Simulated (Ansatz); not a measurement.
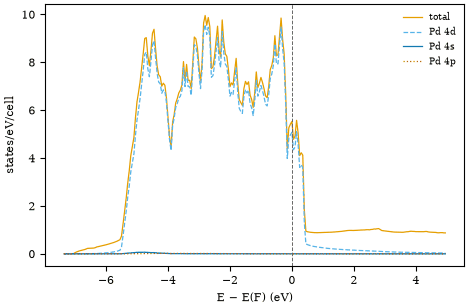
Total and projected density of states of Pd (dhcp (α-La type), P6_3/mmc), r²SCAN (plane waves, PAW; program Ansatz)

**Question.** Which orbitals carry the states next to the Fermi level?

**Answer.** Within 0.5 eV of the Fermi level: Pd 4d 92 %, outside the projected shells 8 %. Projections are on Löwdin-orthogonalised atomic valence shells; empty p or d shells of many metals are not among them.

**Question.** Where is the tallest occupied peak in this window, and what makes it?

**Answer.** Near -2.8 eV, about 10.0 states/eV per cell; the largest projected share is Pd 4d.

The first step of the workflow began from a Materials Project structure, measured or hypothetical; the Crystallography Open Database copy checked does not list it. It is not the phase usual at ambient conditions (space group No. 225). The cell was relaxed with r²SCAN under the symmetry of its start; whether a distortion lowers the energy is not shown. The final state is ferromagnetic, the only order run, not a proven ground state. Other orbital occupations within this spin state were not tried. Spin–orbit coupling is left out wherever it is not named.

Potentials: the earlier of the program's two PAW sets.
